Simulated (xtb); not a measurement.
Geometry relaxation of C3H4F4O (part 2 of 3)

Continued. System: C3H4F4O (2,2,3,3-tetrafluoro-1-propanol), SMILES OCC(F)(F)C(F)F. Method: GFN2-xTB (xtb 6.7.1). The geometry comes from this level: GFN2-xTB.

Geometry of the input (Å):
```
O  0.2171  1.7292  -0.6806
C  0.9544  0.5626  -0.4765
C  0.2409  -0.3700  0.5161
F  1.0119  -1.4406  0.8017
F  0.0623  0.2930  1.6961
C  -1.1464  -0.8079  0.0026
F  -1.0122  -1.4355  -1.1821
F  -1.7320  -1.6711  0.8485
H  0.2088  2.2544  0.1300
H  1.9603  0.7632  -0.0850
H  1.0367  0.0559  -1.4406
H  -1.8016  0.0668  -0.1302
```

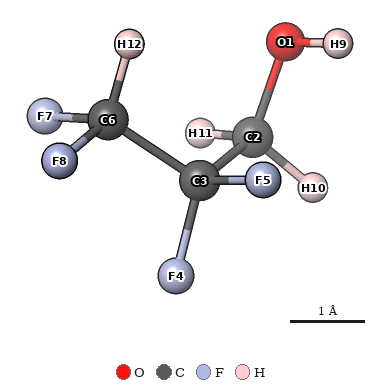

*The geometry at step 2 of the log (ball-and-stick view, seen at a tilt; atoms are numbered from 1 in the order of the input).*

What the program printed, continued:
```
 iter      E             dE          RMSdq      gap      omega  full diag
   1    -31.5819074 -0.315819E+02  0.284E-03   11.15       0.0  T
   2    -31.5819074 -0.115578E-08  0.175E-03   11.15      16.5  T
   3    -31.5819074 -0.332690E-09  0.156E-04   11.15     185.6  T
   4    -31.5819074 -0.159563E-09  0.585E-05   11.15     493.3  T
     SCC iter.                  ...        0 min,  0.001 sec
     gradient                   ...        0 min,  0.002 sec
 * total energy  :   -31.4464095 Eh     change       -0.3472140E-07 Eh
   gradient norm :     0.0000525 Eh/α   predicted    -0.1866228E-07 ( -46.25%)
   displ. norm   :     0.0011465 α      lambda       -0.8980113E-08
   maximum displ.:     0.0008136 α      in ANC's #2, #1, #4, ...

   *** GEOMETRY OPTIMIZATION CONVERGED AFTER 8 ITERATIONS ***

------------------------------------------------------------------------
 total energy gain   :        -0.0000035 Eh       -0.0022 kcal/mol
 total RMSD          :         0.0164843 a0        0.0087 Å
 total power (kW/mol):        -0.0011578 (step)   -0.3253 (real)
------------------------------------------------------------------------

 ANCopt (total)                0 d,  0 h,  0 min,  0.028 sec
 optimizer setup                ...        0 min,  0.000 sec (  0.142%)
 model hessian                  ...        0 min,  0.001 sec (  3.548%)
 ANC generation                 ...        0 min,  0.000 sec (  0.438%)
 coordinate transformation      ...        0 min,  0.000 sec (  0.097%)
 single point calculation       ...        0 min,  0.026 sec ( 91.662%)
 optimization log               ...        0 min,  0.000 sec (  0.797%)
 hessian update                 ...        0 min,  0.000 sec (  0.090%)
 rational function              ...        0 min,  0.000 sec (  1.297%)

================
 final structure:
================
12
 xtb: 6.7.1
O            0.21806715197252        1.72891826606478       -0.68177030276454
C            0.95356806279673        0.56171411875094       -0.47657968798033
C            0.23911260686626       -0.36873384357521        0.51813190964965
F            1.01111355786643       -1.43768509577640        0.80804075578066
F            0.05761295389503        0.29757181174780        1.69542707969154
C           -1.14717663531236       -0.80979937650466        0.00321135884918
F           -1.01265205984518       -1.42475486119080       -1.18812730063297
F           -1.72587282587519       -1.68481592025140        0.84175494195633
H            0.21941133806281        2.26086647810217        0.12476595659815
H            1.95981509000422        0.76069402235317       -0.08609834195816
H            1.03428525779649        0.05329842751425       -1.44000325982557
H           -1.80728449822777        0.06272597276535       -0.11876310936396

 Bond Distances (Angstroems)
 ---------------------------
O1-C2=1.3948         O1-H9=0.9662         C2-O1=1.3948         C2-C3=1.5381         C2-H10=1.0975        C2-H11=1.0923
C3-C2=1.5381         C3-F4=1.3501         C3-F5=1.3649         C3-C6=1.5432         F4-C3=1.3501         F5-C3=1.3649
C6-C3=1.5432         C6-F7=1.3474         C6-F8=1.3430         C6-H12=1.1009        F7-C6=1.3474         F8-C6=1.3430
H9-O1=0.9662         H10-C2=1.0975        H11-C2=1.0923        H12-C6=1.1009
 C  H  Rav=1.0969 sigma=0.0035  Rmin=1.0923  Rmax=1.1009     3
 C  C  Rav=1.5406 sigma=0.0026  Rmin=1.5381  Rmax=1.5432     2
 O  H  Rav=0.9662 sigma=0.0000  Rmin=0.9662  Rmax=0.9662     1
 O  C  Rav=1.3948 sigma=0.0000  Rmin=1.3948  Rmax=1.3948     1
 F  C  Rav=1.3514 sigma=0.0082  Rmin=1.3430  Rmax=1.3649     4

 selected bond angles (degree)
 --------------------
H9-O1-C2=109.71                C3-C2-O1=110.88                H10-C2-O1=112.59               H10-C2-C3=107.79
H11-C2-O1=107.38               H11-C2-C3=108.85               H11-C2-H10=109.29              F4-C3-C2=110.62
F5-C3-C2=108.92                F5-C3-F4=106.10                C6-C3-C2=111.99                C6-C3-F4=111.04
C6-C3-F5=107.93                F7-C6-C3=109.62                F8-C6-C3=111.41                F8-C6-F7=107.32
H12-C6-C3=110.43               H12-C6-F7=108.88               H12-C6-F8=109.10

 selected dihedral angles (degree)
 ---------------------------------
C3-C2-O1-H9= 68.22            H10-C2-O1-H9=307.37           H11-C2-O1-H9=187.03           F4-C3-C2-O1=185.67
F4-C3-C2-H10=309.32           F4-C3-C2-H11= 67.76           F5-C3-C2-O1=301.92            F5-C3-C2-H10= 65.57
F5-C3-C2-H11=184.01           C6-C3-C2-O1= 61.22            C6-C3-C2-H10=184.87           C6-C3-C2-H11=303.31
F7-C6-C3-C2= 57.62            F7-C6-C3-F4=293.40            F7-C6-C3-F5=177.50            F8-C6-C3-C2=176.25
F8-C6-C3-F4= 52.03            F8-C6-C3-F5=296.13            H12-C6-C3-C2=297.65           H12-C6-C3-F4=173.44
H12-C6-C3-F5= 57.54
           -------------------------------------------------
          |                Final Singlepoint                |
           -------------------------------------------------

          ...................................................
          :                      SETUP                      :
          :.................................................:
          :  # basis functions                  36          :
          :  # atomic orbitals                  36          :
          :  # shells                           20          :
          :  # electrons                        50          :
          :  max. iterations                   250          :
          :  Hamiltonian                  GFN2-xTB          :
          :  restarted?                      false          :
          :  GBSA solvation                  false          :
          :  PC potential                    false          :
          :  electronic temp.          300.0000000     K    :
          :  accuracy                    1.0000000          :
          :  -> integral cutoff          0.2500000E+02      :
          :  -> integral neglect         0.1000000E-07      :
          :  -> SCF convergence          0.1000000E-05 Eh   :
          :  -> wf. convergence          0.1000000E-03 e    :
          :  Broyden damping             0.4000000          :
          :  net charge                          0          :
          :  unpaired electrons                  0          :
          ...................................................

 iter      E             dE          RMSdq      gap      omega  full diag
   1    -31.5819074 -0.315819E+02  0.177E-05   11.15       0.0  T
   2    -31.5819074 -0.326850E-12  0.105E-05   11.15    2746.3  T
   3    -31.5819074 -0.177636E-13  0.367E-06   11.15    7867.6  T

   *** convergence criteria satisfied after 3 iterations ***

         #    Occupation            Energy/Eh            Energy/eV
      -------------------------------------------------------------
         1        2.0000           -0.8812886             -23.9811
       ...           ...                  ...                  ...
        19        2.0000           -0.5445577             -14.8182
        20        2.0000           -0.5401483             -14.6982
        21        2.0000           -0.5375624             -14.6278
        22        2.0000           -0.5258261             -14.3085
        23        2.0000           -0.5026812             -13.6787
        24        2.0000           -0.4973503             -13.5336
        25        2.0000           -0.4627368             -12.5917 (HOMO)
        26                         -0.0528366              -1.4378 (LUMO)
        27                         -0.0272763              -0.7422
        28                         -0.0036466              -0.0992
        29                          0.0266425               0.7250
        30                          0.0587290               1.5981
       ...                                ...                  ...
        36                          0.2201957               5.9918
      -------------------------------------------------------------
                  HL-Gap            0.4099003 Eh           11.1540 eV
             Fermi-level           -0.2577867 Eh           -7.0147 eV

 SCC (total)                   0 d,  0 h,  0 min,  0.003 sec
 SCC setup                      ...        0 min,  0.000 sec (  1.120%)
 Dispersion                     ...        0 min,  0.000 sec (  0.571%)
 classical contributions        ...        0 min,  0.000 sec (  0.245%)
 integral evaluation            ...        0 min,  0.001 sec ( 22.141%)
 iterations                     ...        0 min,  0.001 sec ( 23.524%)
 molecular gradient             ...        0 min,  0.002 sec ( 50.847%)
 printout                       ...        0 min,  0.000 sec (  1.398%)

         :::::::::::::::::::::::::::::::::::::::::::::::::::::
         ::                     SUMMARY                     ::
         :::::::::::::::::::::::::::::::::::::::::::::::::::::
         :: total energy             -31.446409517971 Eh    ::
         :: gradient norm              0.000052443849 Eh/a0 ::
         :: HOMO-LUMO gap             11.153954011076 eV    ::
         ::.................................................::
         :: SCC energy               -31.581900359517 Eh    ::
         :: -> isotropic ES            0.074252871814 Eh    ::
         :: -> anisotropic ES          0.002776362147 Eh    ::
         :: -> anisotropic XC         -0.024833473475 Eh    ::
         :: -> dispersion             -0.006421432316 Eh    ::
         :: repulsion energy           0.135490841546 Eh    ::
         :: add. restraining           0.000000000000 Eh    ::
         :: total charge              -0.000000000000 e     ::
         :::::::::::::::::::::::::::::::::::::::::::::::::::::

           -------------------------------------------------
          |                Property Printout                |
           -------------------------------------------------

    * Orbital Energies and Occupations

         #    Occupation            Energy/Eh            Energy/eV
      -------------------------------------------------------------
         1        2.0000           -0.8812886             -23.9811
       ...           ...                  ...                  ...
        13        2.0000           -0.6102296             -16.6052
        14        2.0000           -0.5948912             -16.1878
        15        2.0000           -0.5715245             -15.5520
        16        2.0000           -0.5604842             -15.2516
        17        2.0000           -0.5489206             -14.9369
        18        2.0000           -0.5461936             -14.8627
        19        2.0000           -0.5445577             -14.8182
        20        2.0000           -0.5401483             -14.6982
        21        2.0000           -0.5375624             -14.6278
        22        2.0000           -0.5258261             -14.3085
        23        2.0000           -0.5026812             -13.6787
        24        2.0000           -0.4973503             -13.5336
        25        2.0000           -0.4627368             -12.5917 (HOMO)
        26                         -0.0528366              -1.4378 (LUMO)
        27                         -0.0272763              -0.7422
        28                         -0.0036466              -0.0992
        29                          0.0266425               0.7250
        30                          0.0587290               1.5981
        31                          0.0859115               2.3378
        32                          0.1023486               2.7850
        33                          0.1085046               2.9526
        34                          0.1434277               3.9029
        35                          0.1771827               4.8214
        36                          0.2201957               5.9918
      -------------------------------------------------------------
                  HL-Gap            0.4099003 Eh           11.1540 eV
             Fermi-level           -0.2577867 Eh           -7.0147 eV

     #   Z          covCN         q      C6AA      α(0)
     1   8 O        1.656    -0.420    21.243     6.222
     2   6 C        3.677     0.060    19.788     6.373
     3   6 C        3.517     0.307    17.094     6.102
     4   9 F        0.788    -0.198    11.218     3.956
     5   9 F        0.788    -0.220    11.445     3.996
     6   6 C        3.468     0.298    17.812     6.337
     7   9 F        0.787    -0.203    11.262     3.964
     8   9 F        0.787    -0.190    11.133     3.941
     9   1 H        0.805     0.315     0.678     1.293
    10   1 H        0.924     0.068     2.107     2.270
    11   1 H        0.924     0.092     1.861     2.133
    12   1 H        0.923     0.091     1.867     2.137

 Mol. C6AA /au·bohr⁶  :       1269.035324
 Mol. C8AA /au·bohr⁸  :      26111.843850
 Mol. α(0) /au        :         48.724939

Wiberg/Mayer (AO) data.
largest (>0.10) Wiberg bond orders for each atom

 ---------------------------------------------------------------------------
     #   Z sym  total        # sym  WBO       # sym  WBO       # sym  WBO
 ---------------------------------------------------------------------------
     1   8 O    1.977 --     2 C    1.026     9 H    0.887
     2   6 C    3.955 --     1 O    1.026    11 H    0.963    10 H    0.963
                             3 C    0.947
     3   6 C    3.858 --     4 F    0.962     2 C    0.947     5 F    0.938
                             6 C    0.933
     4   9 F    1.070 --     3 C    0.962
     5   9 F    1.045 --     3 C    0.938
     6   6 C    3.867 --     8 F    0.973     7 F    0.963    12 H    0.942
                             3 C    0.933
     7   9 F    1.060 --     6 C    0.963
     8   9 F    1.074 --     6 C    0.973
     9   1 H    0.901 --     1 O    0.887
    10   1 H    0.995 --     2 C    0.963
    11   1 H    0.992 --     2 C    0.963
    12   1 H    0.992 --     6 C    0.942
 ---------------------------------------------------------------------------

Topologies differ in total number of bonds
Writing topology from bond orders to xtbtopo.mol

molecular dipole:
                 x           y           z       tot (Debye)
 q only:        0.283       1.050      -0.273
   full:        0.319       1.181      -0.126       3.127
molecular quadrupole (traceless):
                xx          xy          yy          xz          yz          zz
 q only:        3.739      -0.988      -0.918      -1.066       2.905      -2.821
  q+dip:        6.041      -0.471      -1.924      -0.367       4.154      -4.117
   full:        5.360      -0.838      -1.521      -0.637       4.215      -3.840

           -------------------------------------------------
          |                Geometry Summary                 |
           -------------------------------------------------

      molecular mass/u    :      132.0569883
   center of mass at/Å    :       -0.1989340      -0.4340664       0.2201998
  moments of inertia/u·Å² :        0.1940396E+03   0.2946838E+03   0.3485480E+03
rotational constants/cm⁻¹ :        0.8687730E-01   0.5720584E-01   0.4836531E-01

 * 10 selected distances

     #   Z          #   Z                                           value/Å
     1   8 O        2   6 C                                       1.3947870
     2   6 C        3   6 C                                       1.5380610 (max)
     3   6 C        4   9 F                                       1.3500703
     3   6 C        5   9 F                                       1.3648918
     6   6 C        7   9 F                                       1.3474254
     6   6 C        8   9 F                                       1.3430186
     1   8 O        9   1 H                                       0.9661633 (min)
     2   6 C       10   1 H                                       1.0975436
     2   6 C       11   1 H                                       1.0923310
     6   6 C       12   1 H                                       1.1008728

 * 5 distinct bonds (by element types)

   Z      Z             #   av. dist./Å        max./Å        min./Å
   1 H    6 C           3     1.0969158     1.1008728     1.0923310
   6 C    6 C           1     1.5380610     1.5380610     1.5380610
   1 H    8 O           1     0.9661633     0.9661633     0.9661633
   6 C    8 O           1     1.3947870     1.3947870     1.3947870
   6 C    9 F           4     1.3513515     1.3648918     1.3430186

optimized geometry written to: xtbopt.xyz

           -------------------------------------------------
          | TOTAL ENERGY              -31.446409517971 Eh   |
          | GRADIENT NORM               0.000052443849 Eh/α |
          | HOMO-LUMO GAP              11.153954011076 eV   |
           -------------------------------------------------

------------------------------------------------------------------------
------------------------------------------------------------------------
 total:
 *  cpu-time:     0 d,  0 h,  0 min,  0.043 sec
 * ratio c/w:     1.000 speedup
 SCF:
 *  cpu-time:     0 d,  0 h,  0 min,  0.005 sec
 * ratio c/w:     1.000 speedup
 ANC optimizer:
 *  cpu-time:     0 d,  0 h,  0 min,  0.032 sec
 * ratio c/w:     1.000 speedup
```

File xtbopt.xyz:
```
12
 energy: -31.446409517971 gnorm: 0.000052443849 xtb: 6.7.1
O            0.21806715197252        1.72891826606478       -0.68177030276454
C            0.95356806279673        0.56171411875094       -0.47657968798033
C            0.23911260686626       -0.36873384357521        0.51813190964965
F            1.01111355786643       -1.43768509577640        0.80804075578066
F            0.05761295389503        0.29757181174780        1.69542707969154
C           -1.14717663531236       -0.80979937650466        0.00321135884918
F           -1.01265205984518       -1.42475486119080       -1.18812730063297
F           -1.72587282587519       -1.68481592025140        0.84175494195633
H            0.21941133806281        2.26086647810217        0.12476595659815
H            1.95981509000422        0.76069402235317       -0.08609834195816
H            1.03428525779649        0.05329842751425       -1.44000325982557
H           -1.80728449822777        0.06272597276535       -0.11876310936396
```

Standard error:
```
normal termination of xtb
```

Trajectory as extended XYZ (Å, eV, eV/Å), 8 frames, from step=0 to step=7:
```
12
Properties=species:S:1:pos:R:3 step=0 energy=-855.70030
O     0.2171    1.7292   -0.6806
C     0.9544    0.5626   -0.4765
C     0.2409   -0.3700    0.5161
F     1.0119   -1.4406    0.8017
F     0.0623    0.2930    1.6961
C    -1.1464   -0.8079    0.0026
F    -1.0122   -1.4355   -1.1821
F    -1.7320   -1.6711    0.8485
H     0.2088    2.2544    0.1300
H     1.9603    0.7632   -0.0850
H     1.0367    0.0559   -1.4406
H    -1.8016    0.0668   -0.1302
12
Properties=species:S:1:pos:R:3 step=1 energy=-855.70034
O     0.2167    1.7291   -0.6803
C     0.9537    0.5625   -0.4764
C     0.2406   -0.3699    0.5170
F     1.0123   -1.4402    0.8027
F     0.0614    0.2935    1.6964
C    -1.1465   -0.8086    0.0025
F    -1.0115   -1.4345   -1.1830
F    -1.7318   -1.6732    0.8472
H     0.2122    2.2568    0.1291
H     1.9597    0.7629   -0.0859
H     1.0352    0.0554   -1.4404
H    -1.8020    0.0660   -0.1291
12
Properties=species:S:1:pos:R:3 step=2 energy=-855.70037
O     0.2163    1.7291   -0.6800
C     0.9532    0.5626   -0.4763
C     0.2401   -0.3697    0.5178
F     1.0124   -1.4394    0.8043
F     0.0599    0.2942    1.6965
C    -1.1468   -0.8095    0.0027
F    -1.0109   -1.4326   -1.1843
F    -1.7309   -1.6767    0.8455
H     0.2170    2.2601    0.1274
H     1.9594    0.7623   -0.0865
H     1.0336    0.0549   -1.4402
H    -1.8033    0.0647   -0.1268
12
Properties=species:S:1:pos:R:3 step=3 energy=-855.70038
O     0.2164    1.7292   -0.6801
C     0.9529    0.5625   -0.4763
C     0.2397   -0.3695    0.5181
F     1.0122   -1.4389    0.8052
F     0.0592    0.2948    1.6964
C    -1.1468   -0.8098    0.0027
F    -1.0111   -1.4312   -1.1851
F    -1.7298   -1.6787    0.8446
H     0.2189    2.2613    0.1265
H     1.9592    0.7618   -0.0865
H     1.0333    0.0548   -1.4402
H    -1.8042    0.0640   -0.1253
12
Properties=species:S:1:pos:R:3 step=4 energy=-855.70039
O     0.2167    1.7292   -0.6803
C     0.9530    0.5623   -0.4764
C     0.2394   -0.3693    0.5180
F     1.0119   -1.4385    0.8059
F     0.0587    0.2954    1.6961
C    -1.1469   -0.8099    0.0029
F    -1.0115   -1.4299   -1.1858
F    -1.7288   -1.6803    0.8440
H     0.2197    2.2615    0.1260
H     1.9594    0.7615   -0.0864
H     1.0334    0.0546   -1.4402
H    -1.8051    0.0635   -0.1238
```
